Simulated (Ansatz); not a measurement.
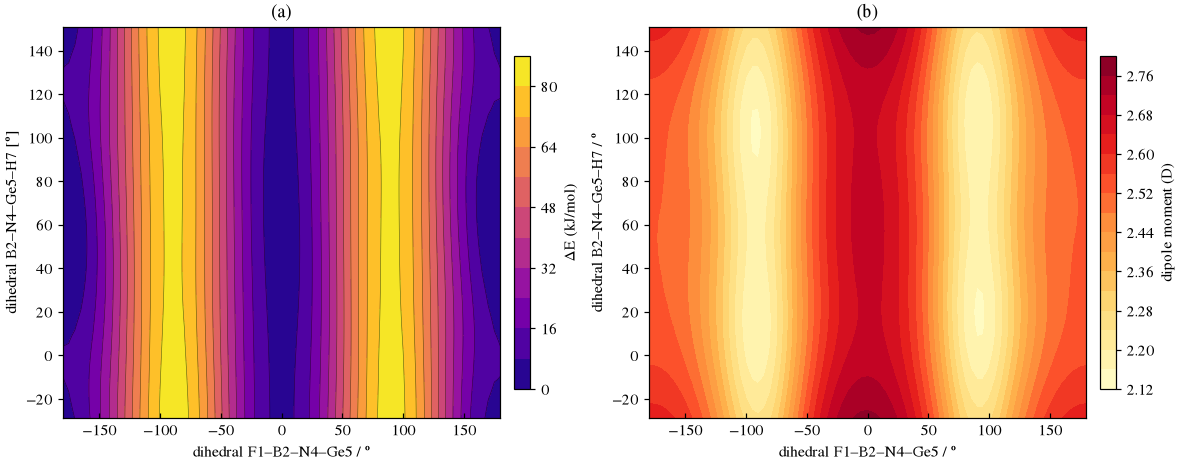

BClFGeH4N, SMILES FB(Cl)[NH][GeH3]. Coordinates scanned: (1) dihedral F1–B2–N4–Ge5; (2) dihedral B2–N4–Ge5–H7. Nothing is relaxed (all other coordinates rigid). The grid has 18 × 17 points. Energies are in kJ/mol, from the lowest grid point. All numbers below come from Ansatz, RKS PBE-D4/def2-SVP.

Panel (a) is the energy and panel (b) the computed dipole moment on the same grid.

Drawn: filled contours. Between grid points the surface is interpolated.

How does the dipole moment vary over the map, and what is it at the lowest grid point?

Answer. Leaving out the highest fifth of the energies, it runs from 2.19 D at dihedral F1–B2–N4–Ge5 = −100°, dihedral B2–N4–Ge5–H7 = 27.2° to 2.77 D at dihedral F1–B2–N4–Ge5 = 0°, dihedral B2–N4–Ge5–H7 = −29.0°. At the lowest grid point, dihedral F1–B2–N4–Ge5 = −180°, dihedral B2–N4–Ge5–H7 = 61.0°, it is 2.52 D.
